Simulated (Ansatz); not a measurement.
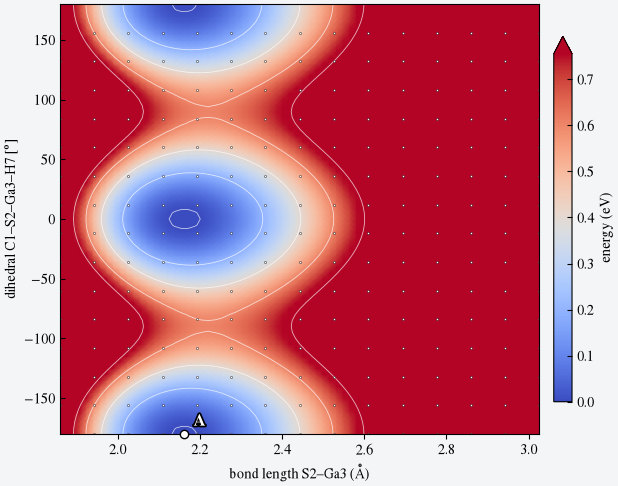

CH₅GaS, SMILES C[S][GaH2]. The first coordinate is: bond length S2–Ga3; the second: dihedral C1–S2–Ga3–H7. Nothing is relaxed (all other coordinates rigid). The grid has 15 × 15 points. Energies: eV, counted from the lowest grid point. Level of theory: RKS SPW92 (LDA)/def2-TZVP in Ansatz.

The picture shows a smooth colour map with a few white contour lines, dots at the grid points, one colour for all values above the top of the scale, the well A. Between grid points the surface is interpolated.

Estimate the position of the minimum and the force constants in these coordinates. Take the well at A.

Answer. The interpolated minimum is at bond length S2–Ga3 ≈ 2.161 Å, dihedral C1–S2–Ga3–H7 ≈ −180°. The curvatures there are about 15 eV/Å² and 1 eV/rad², with a cross term of about 0 eV/(Å·rad). Round the minimum the two coordinates are nearly uncoupled.
